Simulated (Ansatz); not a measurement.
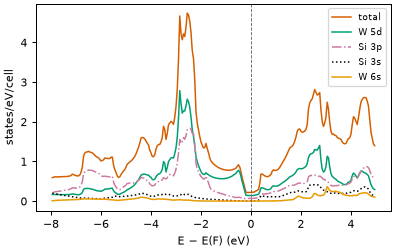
*Total and projected density of states of Si2W (MoSi2 or CaC2 type, I4/mmm), plane-wave PAW LDA (Ansatz code)*

Q: Which orbitals carry the states next to the Fermi level?

A: Within 0.5 eV of the Fermi level: W 5d 68 %, Si 3p 22 %, Si 3s 6 %. Projections are on Löwdin-orthogonalised atomic valence shells; empty p or d shells of many metals are not among them.

Q: Where is the tallest occupied peak in this window, and what makes it?

A: Near -2.5 eV, about 4.7 states/eV per cell; the largest projected share is W 5d.

Symmetry was held in the LDA relaxation; of distortions, only those at the zone centre were tested. The run is not spin-polarised. Scalar-relativistic: spin–orbit coupling is off unless named, which matters more the heavier the elements.

Potentials: the later of the program's two PAW sets.
